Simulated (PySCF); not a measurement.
# CH$_{11}$NSi$_{3}$ (SMILES C[SiH2]N[SiH2][SiH3]): what the fields show

| atom | x (Å) | y (Å) | z (Å) |
| --- | --- | --- | --- |
| C | -1.6919 | 0.7605 | -0.6550 |
| Si | -1.6199 | -0.0647 | 1.0445 |
| N | -0.1090 | -0.9008 | 1.1839 |
| Si | 1.1515 | -1.2329 | 0.0294 |
| Si | 2.0938 | 0.7139 | -0.7694 |
| H | -0.9323 | 1.5295 | -0.7581 |
| H | -2.6579 | 1.2300 | -0.8134 |
| H | -1.5415 | 0.0385 | -1.4520 |
| H | -1.6872 | 0.9348 | 2.1205 |
| H | -2.7292 | -1.0203 | 1.1933 |
| H | -0.0055 | -1.3815 | 2.0621 |
| H | 0.6001 | -2.0877 | -1.0392 |
| H | 2.0914 | -2.0783 | 0.7828 |
| H | 3.5602 | 0.6775 | -0.7060 |
| H | 1.6995 | 1.9330 | -0.0533 |
| H | 1.7705 | 0.9575 | -2.1814 |

Geometry: GFN2-xTB.

Method: PySCF, CAM-B3LYP/def2-SVPD, SCF density, gas phase.

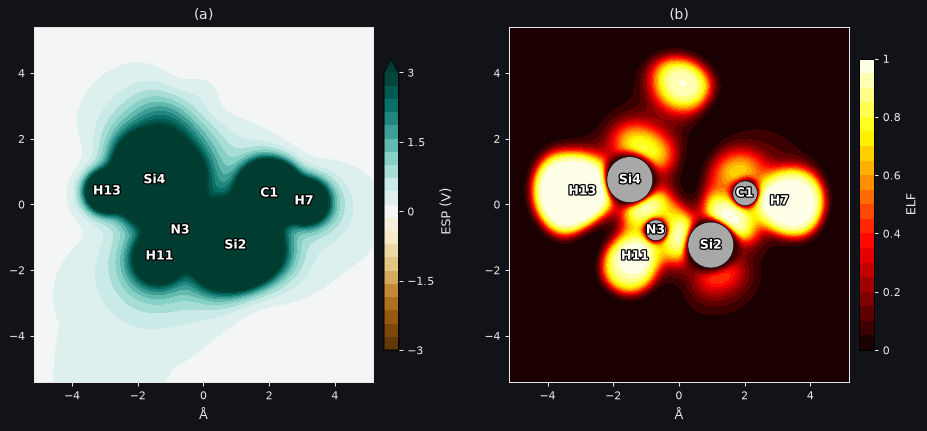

Figure 1. (a) electrostatic potential; (b) ELF on the plane of atoms C1, Si2 and N3. Grey discs cover the atomic cores in the ELF map.

Read the bonding off the picture.

Answer.
- The section cuts through C, Si, N and H sites.
- Si–N (1.73 Å): the ELF peaks at about 0.90 between the atoms: a polar covalent bond.
- C–Si (1.89 Å): the ELF peaks at about 0.95 between the atoms (localised, covalent bonding).
- N–H (1.01 Å): the ELF climbs to about 1 towards the hydrogen, as it does in any bond to H; a covalent bond by its length.
- C–H (1.09 Å): the ELF climbs to about 1 towards the hydrogen: an ordinary covalent bond to hydrogen.
- Si–H (1.47 Å): the ELF climbs to about 1 towards the hydrogen.
- The potential has no marked negative region in this plane.

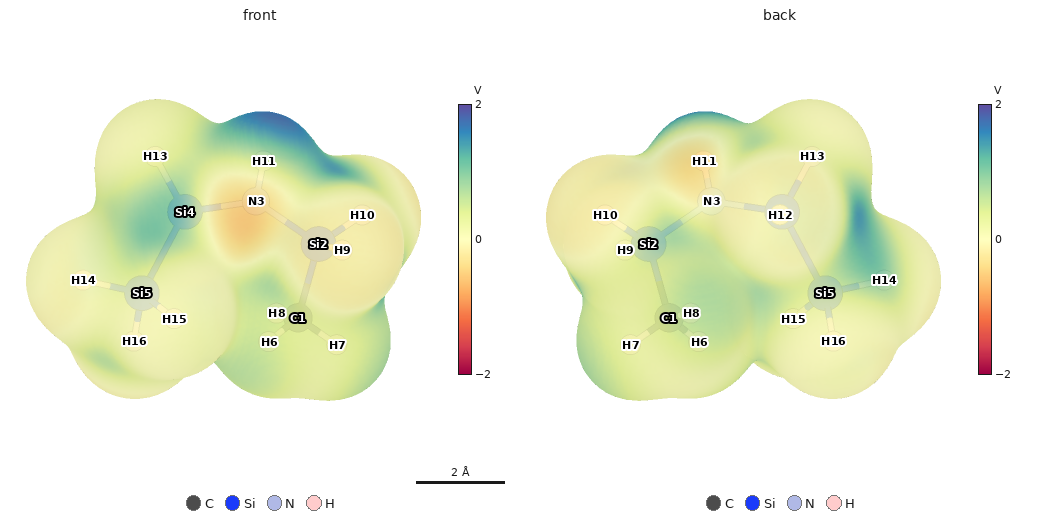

Figure 2. The electrostatic potential painted on the density surface at 0.002 e/bohr³, seen from the front and from behind; the colour scale runs from red (negative) to blue (positive).

Describe the electrostatic potential map.

Answer. The most negative region (about −0.5 V, or −12 kcal/mol for a unit charge) lies over N3, the most positive (about +1.7 V, or +39 kcal/mol for a unit charge) over H11.
